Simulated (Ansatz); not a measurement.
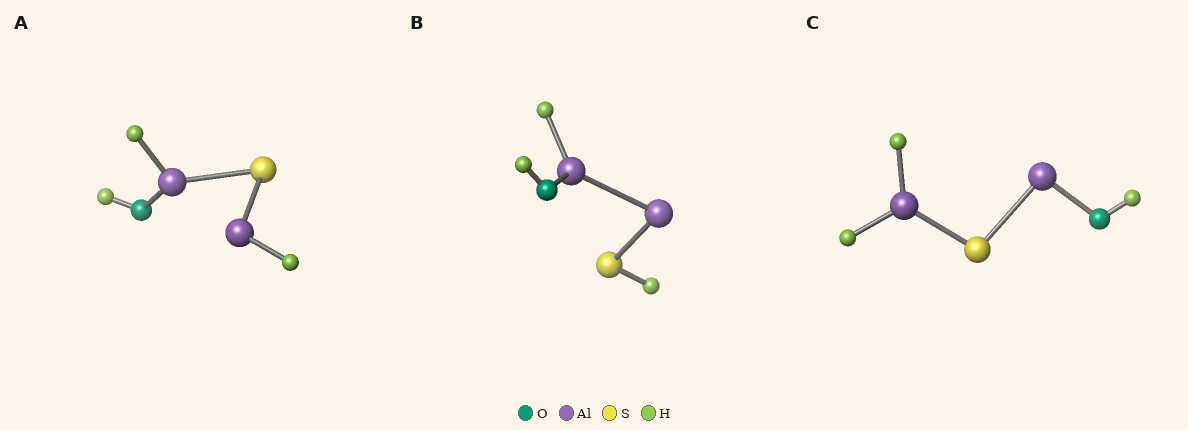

3 stationary structures of one formula. Charge −1, singlet. Geometries: PBE0-D4/def2-TZVPD. Electronic energies: B3LYP-D4/def2-TZVPPD (Ansatz 0.2.0), without zero-point energy. No frequency run is at hand to confirm each as a minimum. Each is one conformer, not always the lowest.

Which structure is the most stable?

A is lowest (C1); C lies 18.6 kJ/mol above it (Cs), B lies 130.6 kJ/mol above it (C1).
